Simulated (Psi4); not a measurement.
**BCl3 (boron trichloride): r2SCAN/cc-pVTZ (sweep point 3)**

Aim: the vertical ionisation energy of BCl3 (boron trichloride) at r2SCAN/cc-pVTZ (sweep point 3), from 2 runs. 

The calculation is run with Psi4 1.11.

**1. The structure to begin with**

The species is BCl3 (4 atoms), meant as a singlet with charge 0. As SMILES, `ClB(Cl)Cl`. Geometry: relaxed at PBE0-D4/def2-TZVP.

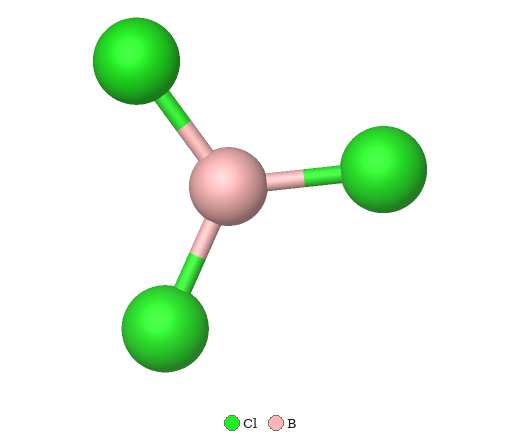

Viewed from a chosen angle; chlorine green, boron pink.

**2. A single-point energy at r2SCAN/cc-pVTZ (sweep point 3)**

Input file bcl3.inp:

```
memory 1600 MB

molecule system {
  0 1
  Cl    -0.48739816     0.97593016     3.09601390
  B      0.00000000     0.00000000    -0.00001890
  Cl     1.78014091    -2.68919366    -0.61227126
  Cl    -1.29276164     1.71324460    -2.48370484
  units bohr
  symmetry c1
}

set {
  basis cc-pVTZ
  reference rks
  puream true
  scf_type pk
  dft_radial_points 99
  dft_spherical_points 590
}

e_tot, wfn = energy('r2scan', return_wfn=True)
```

The run is started by

```
$ psi4 bcl3.inp bcl3.out -n 1
```

bcl3.out:

```text
[...]
  Running in c1 symmetry.
[...]
  Nuclear repulsion =  230.173161837595160
[...]
  Multiplicity = 1
[...]
  Nalpha       = 28
  Nbeta        = 28
[...]
    Number of basis functions: 132
[...]
   @RKS iter   1: -1405.43803700252283    9.61886e-02   3.45960e-03 ADIIS/DIIS
[...]
   @RKS iter   7: -1405.53500315248721   -3.17727e-08   9.59383e-08 DIIS
[...]
    Orbital Energies [Eh]
    ---------------------
    Doubly Occupied:
       1A   -101.243264     2A   -101.243263     3A   -101.243260
       4A     -9.398185     5A     -9.398184     6A     -9.398183
       7A     -7.140878     8A     -7.140877     9A     -7.140875
      10A     -7.136367    11A     -7.136367    12A     -7.136365
      13A     -7.134215    14A     -7.134214    15A     -7.134213
      16A     -6.777807    17A     -0.861162    18A     -0.811373
      19A     -0.811368    20A     -0.504491    21A     -0.433278
      22A     -0.433275    23A     -0.387871    24A     -0.328529
      25A     -0.328527    26A     -0.325498    27A     -0.325495
      28A     -0.294772
[...]
  @RKS Final Energy: -1405.53500315248721
   => Energetics <=
    Nuclear Repulsion Energy =            230.1731618375951598
    One-Electron Energy =               -2397.5973068601142586
    Two-Electron Energy =                 850.6301558294367169
    DFT Exchange-Correlation Energy =     -88.7410139594048104
    Empirical Dispersion Energy =           0.0000000000000000
    VV10 Nonlocal Energy =                  0.0000000000000000
    Total Energy =                      -1405.5350031524872065
[...]
 Multipole Moments:
 ------------------------------------------------------------------------------------
     Multipole            Electronic (a.u.)      Nuclear  (a.u.)        Total (a.u.)
 ------------------------------------------------------------------------------------
 L = 1.  Multiply by 2.5417464519 to convert [e a0] to [Debye]
 Dipole X            :         -0.0000192           -0.0000020           -0.0000212
 Dipole Y            :          0.0000335           -0.0000020            0.0000315
 Dipole Z            :         -0.0000658            0.0000100           -0.0000557
 Magnitude           :                                                    0.0000674
[...]
```

Run time: 29 s. Hardware: 1 thread of Intel Xeon 6975P-C (Granite Rapids), shared host; peak memory 1.1 GiB.

**3. The doublet cation at the same level**

Input file job.dat:

```
memory 1.6 GB

molecule {
  1 2
  Cl    -0.48739816     0.97593016     3.09601390
  B      0.00000000     0.00000000    -0.00001890
  Cl     1.78014091    -2.68919366    -0.61227126
  Cl    -1.29276164     1.71324460    -2.48370484
  units au
  symmetry c1
}

set globals {
  basis cc-pVTZ
  reference uks
  puream true
  scf_type pk
  dft_radial_points 99
  dft_spherical_points 590
  maxiter 100
}

energy("r2scan")
print_variables()
```

The run is started by

```
$ psi4 job.dat job.out -n 1
```

job.out:

```text
[...]
  Running in c1 symmetry.
[...]
  Nuclear repulsion =  230.173161837595160
[...]
  Multiplicity = 2
[...]
  Nalpha       = 28
  Nbeta        = 27
[...]
    Number of basis functions: 132
[...]
   @UKS iter   1: -1405.07983473417471    4.54391e-01   2.54216e-03 ADIIS/DIIS
[...]
   @UKS iter  10: -1405.12862988241159   -1.85021e-07   8.36873e-08 DIIS
[...]
   @S^2 Observed:                7.535343766E-01
[...]
    Orbital Energies [Eh]
    ---------------------
    Alpha Occupied:
       1A   -101.509660     2A   -101.509659     3A   -101.509656
       4A     -9.660235     5A     -9.660235     6A     -9.660233
       7A     -7.403095     8A     -7.403094     9A     -7.403093
      10A     -7.401661    11A     -7.401660    12A     -7.401659
      13A     -7.396455    14A     -7.396455    15A     -7.396454
      16A     -7.012733    17A     -1.110853    18A     -1.063732
      19A     -1.063728    20A     -0.742575    21A     -0.674920
      22A     -0.674918    23A     -0.620018    24A     -0.582687
      25A     -0.582686    26A     -0.561013    27A     -0.561011
      28A     -0.555838
    Alpha Virtual:
[...]
  @UKS Final Energy: -1405.12862988241159
   => Energetics <=
    Nuclear Repulsion Energy =            230.1731618375951598
    One-Electron Energy =               -2383.4943773498907831
    Two-Electron Energy =                 836.5624220765283781
    DFT Exchange-Correlation Energy =     -88.3698364466445270
    Empirical Dispersion Energy =           0.0000000000000000
    VV10 Nonlocal Energy =                  0.0000000000000000
    Total Energy =                      -1405.1286298824115875
[...]
 Multipole Moments:
 ------------------------------------------------------------------------------------
     Multipole            Electronic (a.u.)      Nuclear  (a.u.)        Total (a.u.)
 ------------------------------------------------------------------------------------
 L = 1.  Multiply by 2.5417464519 to convert [e a0] to [Debye]
 Dipole X            :         -0.0000065           -0.0000020           -0.0000085
 Dipole Y            :          0.0000171           -0.0000020            0.0000151
 Dipole Z            :         -0.0000259            0.0000100           -0.0000159
 Magnitude           :                                                    0.0000235
[...]
```

Wall time 43 s (1 thread of Intel Xeon 6975P-C (Granite Rapids), shared host); peak memory 1.1 GiB.

**4. Summary of results**

Level: r2SCAN/cc-pVTZ (sweep point 3).

```
                                          quantity           value
                        singlet BCl3: total energy  -1405.53500 Eh
                       singlet BCl3: dipole moment          0.00 D
                         singlet BCl3: HOMO energy        -8.02 eV
                         singlet BCl3: LUMO energy        -2.29 eV
                       singlet BCl3: HOMO–LUMO gap         5.73 eV
                      doublet cation: total energy  -1405.12863 Eh
doublet cation: HOMO energy (highest over α and β)       -15.07 eV
 doublet cation: LUMO energy (lowest over α and β)       -14.09 eV
                              doublet cation: ⟨S²⟩           0.754
vertical ionisation energy (to the doublet cation)       11.058 eV
```

In words: The vertical ionisation energy comes to 11.06 eV (255 kcal/mol). −ε(HOMO) before ionisation, 8.02 eV, is 3.04 eV below this ionisation energy.
